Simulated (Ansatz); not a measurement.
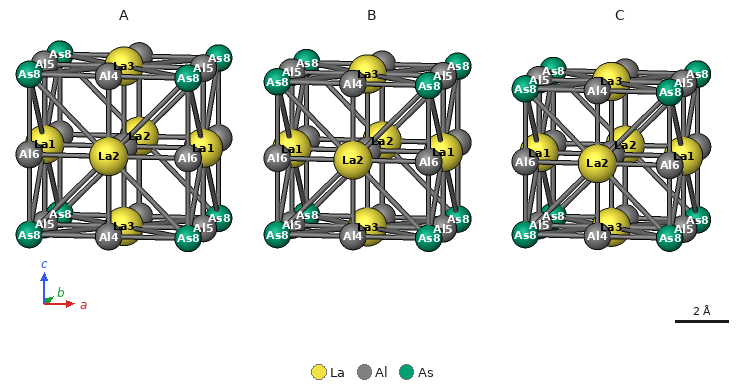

3 geometries from one relaxation of crystalline La$_{3}$Al$_{4}$As (a generated structure, set up in Pm-3m) (coarse preliminary run), in shuffled order. A ball-and-stick model of the cell of the calculation, seen slightly off an axis.

Computed with Ansatz 0.2.0, DFT PBE, scalar-relativistic, plane waves, PAW. (plane-wave cutoff 420 eV; k-point mesh 4 × 4 × 4; occupations gaussian; smearing width 0.1 eV; no spin polarisation; cell and atoms relaxed; force threshold 0.04 eV/Å; at most 70 steps)

Order the frames from highest to lowest energy.

Answer. C, B, A. They are steps 0, 1, 6, at +334 meV per atom, +77.7 meV per atom relative to the last. No atom moves by more than 0.005 Å relative to the cell. Cell: a = b = c 5.646 → 6.211 Å (+10.0 %). Volume +33.1 %. Among the contacts that change: As–La 3.993 → 4.392 Å, Al–As 2.823 → 3.106 Å, Al–La 2.823 → 3.106 Å. The space group stays Pm-3m (No. 221). Over 4 accepted moves (6 points after the start) the energy falls by 334 meV per atom. All forces vanish by symmetry, so only the cell relaxes. Pressure: 17.98 GPa at the start and 0.02 GPa at the end. The SCF was repeated twice at an unchanged geometry on a basis and grid sized afresh for the cell, which shifted the energy by 4.4 meV per atom at most.
